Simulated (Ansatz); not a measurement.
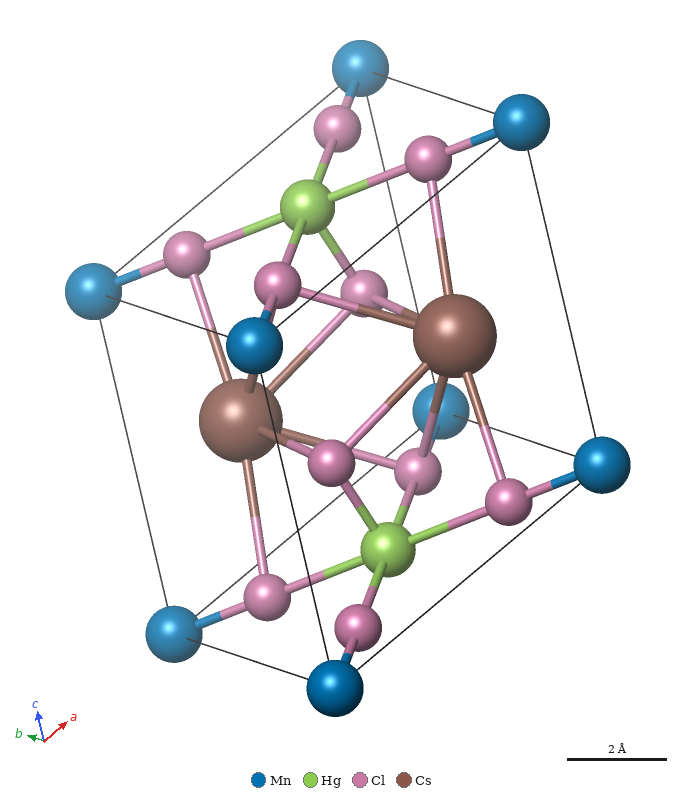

This ball-and-stick model is shown slightly off an axis. The simulation cell is outlined; an atom on or near a face, edge or corner is repeated at each equivalent position.

```yaml
crystal:
  lattice:
    - [0.00000, 7.34893, 0.00000]
    - [7.34893, 0.00000, 0.00000]
    - [3.67447, 3.67447, -5.37623]
  atoms:
    - { symbol: Mn, position: [0.00000, 0.00000, 0.00000] }
    - { symbol: Hg, position: [0.50000, 0.50000, 0.00000] }
    - { symbol: Cl, position: [0.28800, 0.28800, 0.42400] }
    - { symbol: Cl, position: [0.71200, 0.71200, 0.57600] }
    - { symbol: Cs, position: [0.75000, 0.25000, 0.50000] }
    - { symbol: Cs, position: [0.25000, 0.75000, 0.50000] }
    - { symbol: Cl, position: [0.21800, 0.21800, 0.00000] }
    - { symbol: Cl, position: [0.21800, 0.78200, 0.00000] }
    - { symbol: Cl, position: [0.78200, 0.78200, 0.00000] }
    - { symbol: Cl, position: [0.78200, 0.21800, 0.00000] }
```

Level of theory: DFT, PAW plane waves, r2SCAN in Ansatz 0.2.0. Settings were 500 eV cutoff, k-points on a 6×6×6 grid, Fermi-Dirac smearing of 0.04 eV, no spin polarisation (a spin-restricted run, not always the ground state).

### List the Bader charges.

Cs +0.89 e; Mn +1.18 e; Hg +0.87 e; Cl -0.69 to -0.54 e.

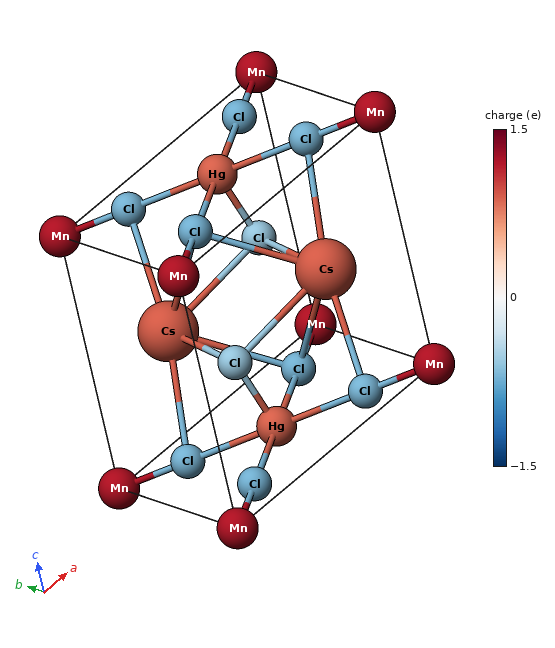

The atoms coloured by those charges.

Provenance: a generated cell, made by putting these elements into a known structure type (the compound may or may not exist in this form); not relaxed. It went into a calculation with Ansatz.

At this level of theory the cell isn't at rest (forces up to 1.1 eV/Å), so its distances can differ from those at equilibrium, the more so the softer the solid.
